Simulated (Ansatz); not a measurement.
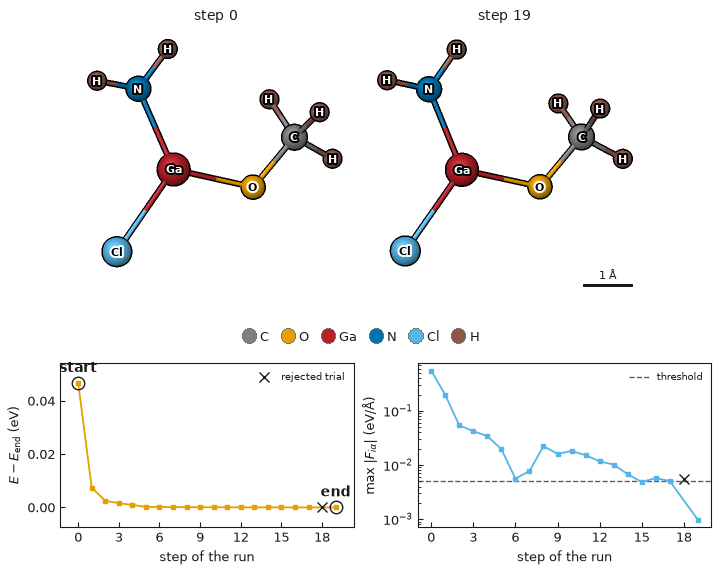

First and last geometry of a relaxation of CH₅ClGaNO, with the history of the run. Style: ball-and-stick. Shown at a tilt.

The start comes from PBE-D4/def2-SVP.

Computed with Ansatz, RKS PBE0-D4/def2-TZVP. Settings: force threshold 0.005 eV/Å; at most 150 steps.

### Read the history and describe the run.

It converged. The energy falls by 0.047 eV in 18 accepted moves (19 points after the start). The largest force component goes from 0.56 to 0.00097 eV/Å. The line search rejected the trial step at point 18 of the run. The largest move after the best rigid fit is that of an H atom, 0.17 Å. By element the largest moves are H 0.17 Å, N 0.11 Å, Cl 0.05 Å, O 0.05 Å, Ga 0.03 Å, C 0.02 Å. Some distances before and after: Cl–Ga 2.149 → 2.125 Å, Ga–O 1.797 → 1.773 Å, Ga–N 1.823 → 1.803 Å, C–H 1.117 → 1.098 Å. Among the angles between lasting bonds that change: Ga–N–H 118.4° → 121.4°, Ga–N–H 119.8° → 122.5°.
